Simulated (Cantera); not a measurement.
A closed system holds: 1 mol Si3N4, 2.2 mol O2, 1.9 mol N2, held at 6.60 Pa.

Method: chemical equilibrium by Gibbs-energy minimisation in Cantera with the NASA 1993 tables (ideal gas, pure condensed phases). Candidate condensed phases: Si, SiO2, Si2N2O, Si3N4; 16 gas species. Mutual solubility and eutectic melting of coexisting phases are not modelled. The tables hold silica as quartz up to 1696 K and as liquid above; real silica turns to tridymite and cristobalite and melts near 1996 K. Kinetics and transport are ignored.

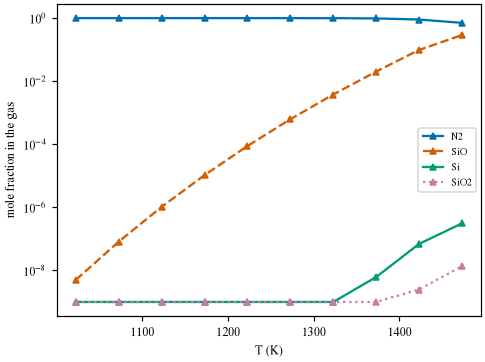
Figure. Equilibrium gas composition (values under 1e-9 drawn at 1e-9)

From 1023 K to 1423 K the condensed part is SiO2(β-quartz) + Si2N2O(s). At 1473 K the condensed part is SiO2(β-quartz).
